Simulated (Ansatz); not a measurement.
# Run report: C3H10OSi, geometry relaxation

System: C3H10OSi.
Method: RKS PBE-D4/def2-SVP (Ansatz 0.2.0).

The geometry: force-field start. Figures and captions count atoms from 1; the log counts them from 0 in places.

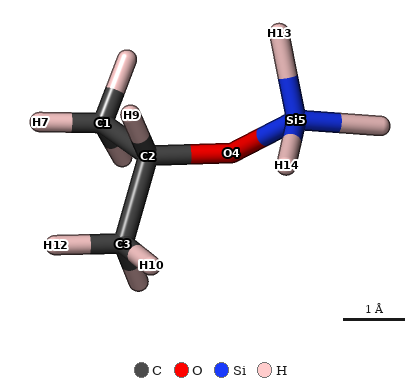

Fig. 1: The input geometry (stick view, seen at a tilt; atoms are numbered from 1 in the order of the input).

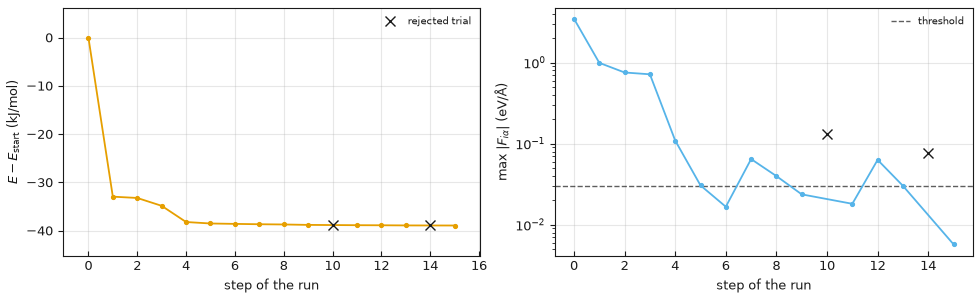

Fig. 2: Progress of the relaxation, step by step (the first geometry is step 0 here and step 1 in the log).

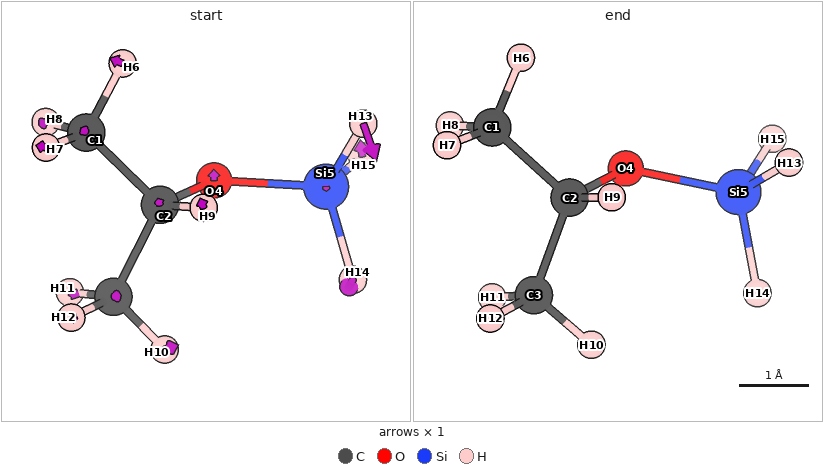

Fig. 3: Before (left) and after (right) the relaxation, at one scale (ball-and-stick view, seen at a tilt). The pink arrows give the displacements, at true length. The energy falls by 38.9 kJ/mol in 15 geometry steps. The largest force component goes from 3.5 to 0.0057 eV/Å. The line search rejected the trial steps at points 10, 14 (counted from 0) and went back. The atom that moves furthest after the best rigid fit is H13 (0.63 Å). By element the largest moves are H 0.63 Å, O 0.18 Å, C 0.18 Å, Si 0.08 Å. Among the contacts that change: Si5–H14 1.435 → 1.510 Å, C1–H7 1.047 → 1.108 Å, O4–Si5 1.631 → 1.679 Å, C2–O4 1.390 → 1.435 Å. Among the angles that change: O4–Si5–H15 111.5° → 106.0°, H6–C1–H8 102.7° → 108.1°, C1–C2–O4 112.2° → 107.4°. (Atoms are counted from 1 in the order of the input.)

These pictures come from the run below.

## The input
```yaml
crystal:
  periodic: [false, false, false]
  atoms:
    - {symbol: C, position_ang: [-0.335400, -0.732700, 1.640300]}
    - {symbol: C, position_ang: [0.179600, -0.287100, 0.269400]}
    - {symbol: C, position_ang: [0.276500, -1.503300, -0.651600]}
    - {symbol: O, position_ang: [-0.653300, 0.653500, -0.324400]}
    - {symbol: Si, position_ang: [-0.150900, 2.029200, -1.042500]}
    - {symbol: H, position_ang: [-0.486000, 0.206500, 2.273700]}
    - {symbol: H, position_ang: [0.289300, -1.412800, 2.133300]}
    - {symbol: H, position_ang: [-1.346800, -1.102900, 1.517900]}
    - {symbol: H, position_ang: [1.181500, 0.172500, 0.471300]}
    - {symbol: H, position_ang: [0.719800, -1.218400, -1.589700]}
    - {symbol: H, position_ang: [-0.680900, -1.956500, -0.805500]}
    - {symbol: H, position_ang: [0.985000, -2.253200, -0.179800]}
    - {symbol: H, position_ang: [0.507600, 2.866300, -0.015300]}
    - {symbol: H, position_ang: [0.775200, 1.688200, -2.084700]}
    - {symbol: H, position_ang: [-1.283100, 2.800100, -1.583100]}
basis:
  gaussian: {orbitals: def2-SVP}
hamiltonian: {xc: pbe, dispersion: d4}
relax: {f_tol: 0.03, max_steps: 200}
```

## The program's output
```
Functional definition: PBE
  name "PBE"
  cite "Perdew, Burke & Ernzerhof, Phys. Rev. Lett. 77, 3865 (1996) doi:10.1103/PhysRevLett.77.3865"
  parent pbe
  parameter kappa = 0.804
  parameter beta = 0.06672455060314922
  exchange = pbe_x(kappa = kappa, mu = beta*pi^2/3)
  correlation = pbe_c(beta = beta)
1393 factors; their error is unknown
mean field evaluation 1: about -13169.5392 eV, gradient 7.1e1 eV
mean field evaluation 2: about -13141.6970 eV, gradient 1.3e2 eV
mean field evaluation 4: about -13181.4925 eV, gradient 9.3e0 eV
mean field evaluation 8: about -13181.6749 eV, gradient 1.6e-1 eV
mean field evaluation 16: about -13181.5978 eV, gradient 3.1e-4 eV
mean field -13181.59783420 eV, -484.4147855988 hartree, gradient 3.7e-5 eV, S^2 0.000000; 0 other end points of the search recorded, 0 dependent functions left out
the calculation of the forces begins
reference -13181.59787329 eV, -484.4147870354 hartree; 25, 25 occupied and 99, 99 virtual orbitals, 1393 factors
relax step   1: F+E_penalty+E_count = -13181.89369816 eV  Δ(F+E_penalty+E_count) = +0.000e0 eV  max|allowed force component| = 3.469e0 eV/Å  Δτ_max = 0.0000 Å  (28 SCF iters, accepted)
these checks for a lower state are left out or cut short: starts, cluster_reference, orbital_swaps, neighbouring_geometries, increment
1393 factors; their error is unknown
mean field -13181.94188060 eV, -484.4274290710 hartree, gradient 1.7e-5 eV, S^2 0.000000; 0 other end points of the search recorded, 0 dependent functions left out
[... from here on the field's lines of each further geometry are left out, up to the last ...]
relax step   2: F+E_penalty+E_count = -13182.23535136 eV  Δ(F+E_penalty+E_count) = -3.417e-1 eV  max|allowed force component| = 9.923e-1 eV/Å  Δτ_max = 0.0668 Å  (28 SCF iters, accepted)
relax step   3: F+E_penalty+E_count = -13182.23813085 eV  Δ(F+E_penalty+E_count) = -2.779e-3 eV  max|allowed force component| = 7.546e-1 eV/Å  Δτ_max = 0.1477 Å  (28 SCF iters, accepted)
relax step   4: F+E_penalty+E_count = -13182.25499809 eV  Δ(F+E_penalty+E_count) = -1.687e-2 eV  max|allowed force component| = 7.168e-1 eV/Å  Δτ_max = 0.1983 Å  (30 SCF iters, accepted)
relax step   5: F+E_penalty+E_count = -13182.28978995 eV  Δ(F+E_penalty+E_count) = -3.479e-2 eV  max|allowed force component| = 1.092e-1 eV/Å  Δτ_max = 0.1873 Å  (28 SCF iters, accepted)
relax step   6: F+E_penalty+E_count = -13182.29294523 eV  Δ(F+E_penalty+E_count) = -3.155e-3 eV  max|allowed force component| = 3.056e-2 eV/Å  Δτ_max = 0.0680 Å  (29 SCF iters, accepted)
relax step   7: F+E_penalty+E_count = -13182.29380198 eV  Δ(F+E_penalty+E_count) = -8.567e-4 eV  max|allowed force component| = 1.667e-2 eV/Å  Δτ_max = 0.0410 Å  (30 SCF iters, accepted)
relax step   8: F+E_penalty+E_count = -13182.29456009 eV  Δ(F+E_penalty+E_count) = -7.581e-4 eV  max|allowed force component| = 6.455e-2 eV/Å  Δτ_max = 0.1175 Å  (29 SCF iters, accepted)
relax step   9: F+E_penalty+E_count = -13182.29506946 eV  Δ(F+E_penalty+E_count) = -5.094e-4 eV  max|allowed force component| = 3.981e-2 eV/Å  Δτ_max = 0.0108 Å  (32 SCF iters, accepted)
relax step  10: F+E_penalty+E_count = -13182.29598168 eV  Δ(F+E_penalty+E_count) = -9.122e-4 eV  max|allowed force component| = 2.370e-2 eV/Å  Δτ_max = 0.0830 Å  (29 SCF iters, accepted)
relax step  11: F+E_penalty+E_count = -13182.29535216 eV  Δ(F+E_penalty+E_count) = +6.295e-4 eV  max|allowed force component| = 1.327e-1 eV/Å  Δτ_max = 0.1635 Å  (28 SCF iters, rejected (line search))
relax step  12: F+E_penalty+E_count = -13182.29662752 eV  Δ(F+E_penalty+E_count) = -6.458e-4 eV  max|allowed force component| = 1.812e-2 eV/Å  Δτ_max = 0.0807 Å  (30 SCF iters, accepted)
relax step  13: F+E_penalty+E_count = -13182.29678458 eV  Δ(F+E_penalty+E_count) = -1.571e-4 eV  max|allowed force component| = 6.310e-2 eV/Å  Δτ_max = 0.0973 Å  (30 SCF iters, accepted)
relax step  14: F+E_penalty+E_count = -13182.29709947 eV  Δ(F+E_penalty+E_count) = -3.149e-4 eV  max|allowed force component| = 3.020e-2 eV/Å  Δτ_max = 0.0073 Å  (22 SCF iters, accepted)
relax step  15: F+E_penalty+E_count = -13182.29706524 eV  Δ(F+E_penalty+E_count) = +3.423e-5 eV  max|allowed force component| = 7.684e-2 eV/Å  Δτ_max = 0.0234 Å  (31 SCF iters, rejected (line search))
the calculation of the forces begins
reference -13182.00372101 eV, -484.4297016639 hartree; 25, 25 occupied and 99, 99 virtual orbitals, 1393 factors
relax step  16: F+E_penalty+E_count = -13182.29729090 eV  Δ(F+E_penalty+E_count) = -1.914e-4 eV  max|allowed force component| = 5.736e-3 eV/Å  Δτ_max = 0.0114 Å  (31 SCF iters, accepted)
1393 factors; their error is unknown
mean field evaluation 128: about -13180.1046 eV, gradient 3.1e1 eV
mean field -13182.00368154 eV, -484.4297002137 hartree, gradient 2.0e-5 eV, S^2 0.000000; 1 other end points of the search recorded, 0 dependent functions left out
the calculation of the forces begins
reference -13182.00372101 eV, -484.4297016639 hartree; 25, 25 occupied and 99, 99 virtual orbitals, 1393 factors
Total energy: -13182.29733037 eV, -484.4404916089 hartree
Atom 0 at    -0.473757    -0.767739     1.682783 Å, force    -0.001242     0.002116    -0.002365 eV/Å
Atom 1 at     0.178639    -0.271506     0.396811 Å, force     0.001086    -0.004927     0.001572 eV/Å
Atom 2 at     0.418437    -1.392933    -0.614249 Å, force    -0.000427     0.001361     0.000326 eV/Å
Atom 3 at    -0.684855     0.727559    -0.165051 Å, force    -0.001976    -0.000670     0.001375 eV/Å
Atom 4 at    -0.141605     1.998522    -1.118350 Å, force     0.003474     0.005736    -0.001568 eV/Å
Atom 5 at    -0.633686     0.073115     2.385689 Å, force     0.000053    -0.001911     0.000359 eV/Å
Atom 6 at     0.158203    -1.530100     2.180912 Å, force    -0.000444     0.000253    -0.000085 eV/Å
Atom 7 at    -1.460978    -1.220588     1.457480 Å, force     0.001415     0.001334    -0.000429 eV/Å
Atom 8 at     1.163081     0.193723     0.655415 Å, force    -0.000655     0.001252    -0.000013 eV/Å
Atom 9 at     0.890507    -1.006023    -1.539876 Å, force     0.000813    -0.000960     0.000612 eV/Å
Atom 10 at    -0.544722    -1.867929    -0.892070 Å, force     0.001436     0.002525     0.000085 eV/Å
Atom 11 at     1.084797    -2.172331    -0.192244 Å, force    -0.000070     0.000309    -0.000177 eV/Å
Atom 12 at     0.964142     2.752659    -0.418466 Å, force    -0.001212    -0.004029    -0.002037 eV/Å
Atom 13 at     0.386380     1.542041    -2.457142 Å, force    -0.002950    -0.000065     0.002173 eV/Å
Atom 14 at    -1.326483     2.890930    -1.332342 Å, force     0.000698    -0.002323     0.000173 eV/Å
Dipole moment:     0.182350    -0.134529     0.051827 e Å
```

## Results in brief

| quantity | value |
| --- | --- |
| outcome | converged |
| total energy | −13182.2973 eV |
| mean-field energy | −13182.0037 eV |
| dispersion energy | −0.2936 eV |
| SCF solution under orbital rotations | stable |
| largest force (length of the vector) at the end | 0.007 eV/Å |
| dipole moment | 1.12 D |
| hardware | 4 CPU threads, shared host |
| wall time | 27 s (CPU time 94 s) |
| peak memory | 0.2 GiB |
